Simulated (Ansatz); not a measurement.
Start from SnBi₂Te₄ (space group R-3m, No. 166; a = 4.4069 Å, c = 41.2328 Å (hexagonal axes); a cell from a computed database, its experimental status unchecked). Axes: x lies along a and z along c of the hexagonal cell.

Modification: biaxial strain −1.18 %, plane normal [001], relaxed out of plane (Cartesian); in-plane vectors clamped, the third vector and the atoms free.

Calculations: plane-wave PAW DFT at the PBE-D3(BJ) level (Ansatz, an electronic-structure program, 420 eV), no spin-orbit coupling.

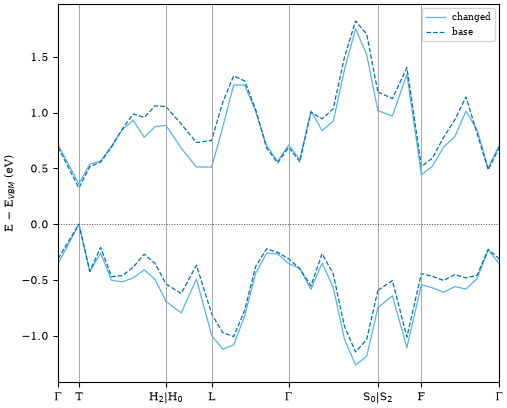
Highest valence and lowest conduction band along the path, each from its own valence-band maximum

Q: From the figure, how large is the changed gap, and is it direct?

A: About 0.36 eV, direct at T.

Spin-orbit coupling, missing from the scalar runs, can matter with Bi and Te. No phonon test of stability was made. The program warned that a D3 coordination switch lies within reach, so dispersion energies are less smooth here.
